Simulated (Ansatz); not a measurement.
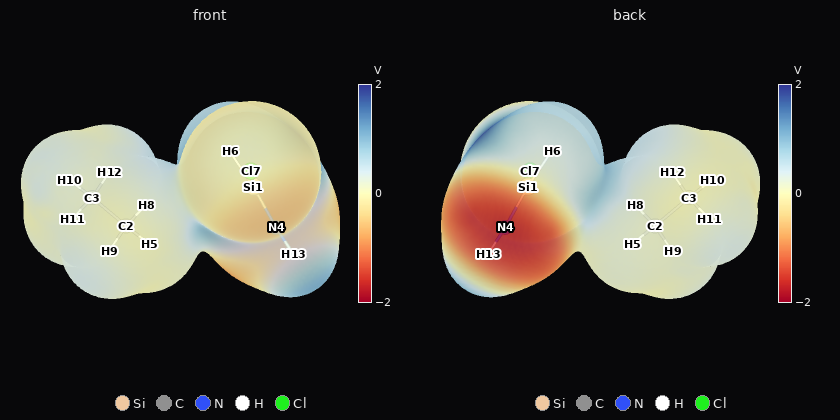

Figure. ClH2NSi···C2H6. The molecular electrostatic potential painted on the density surface at 0.001 e/bohr³, seen from the front and from behind; the colour scale runs from red (negative) to blue (positive).

Method: Ansatz 0.2.0, RHF/def2-SVP.

```xyz
13

Si   -1.7608    1.9258    0.0686
C     1.1769   -0.7061   -0.2912
C     1.0869   -1.8816    0.6742
N    -2.5013    1.8109   -1.2941
H     0.3381   -0.7012   -0.9914
H    -2.0292    1.0324    1.1868
Cl   -0.3213    3.2620    0.6623
H     1.1794    0.2475    0.2424
H     2.0941   -0.7459   -0.8820
H     1.9277   -1.8876    1.3710
H     1.0939   -2.8330    0.1391
H     0.1690   -1.8444    1.2651
H    -2.4535    2.3211   -2.1506
```

Question: Describe the electrostatic potential map.

Answer: The most negative region (about −1.8 V) lies over N4, the most positive (about +1.7 V) over Si1. N4 is the likeliest acceptor of a hydrogen bond.
